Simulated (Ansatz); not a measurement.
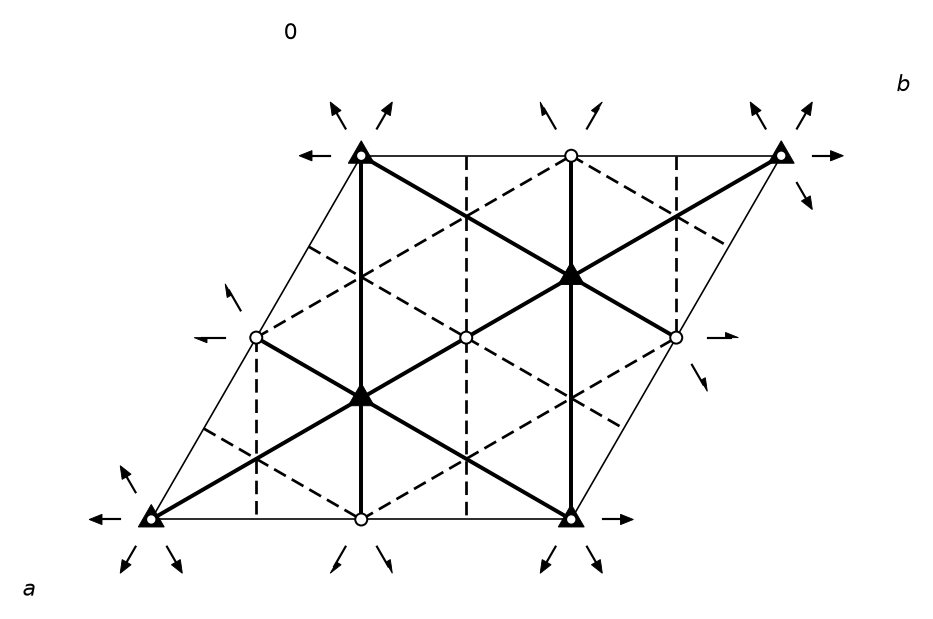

Symmetry elements of a space group, projected down c, computed from the operations of a computed or model structure of composition H2Pt, which need not be its known form.

Symbols follow the International Tables: origin at the upper left, the third axis towards the viewer; heavy, dashed, dotted, dash-dotted and dash-dot-dot lines are mirror, in-plane glide, out-of-plane glide, diagonal (n; with arrows d) and double (e) glide planes seen edge on; arrows at the rim are 2 (full head) and 2₁ (half head) axes in the plane; the corner sign is a plane parallel to the page; fractions are heights. Handed screw axes carry their printed symbol instead of tails.

### Identify the space group.

P-3m1 (No. 164); primitive trigonal (hexagonal lattice), point group -3m, 12 general positions a cell.

### List the elements shown.

−3 axes along c at (0, 0); 3 axes along c at (1/3, 2/3), (2/3, 1/3); inversion centres at (0, 0), (0, 1/2), (1/2, 0), (1/2, 1/2); mirror planes holding c and [1 2 0] or [2 1 0] or [−1 1 0]; in-plane glide planes holding c and [1 2 0] or [2 1 0] or [−1 1 0]; 2 axes along [1 1 0] at height 0; 2 axes along a at height 0; 2 axes along b at height 0; 2₁ axes along [1 1 0] at height 0; 2₁ axes along a at height 0; 2₁ axes along b at height 0. Heights repeat every half period; positions are (a, b) fractions, modulo 1.
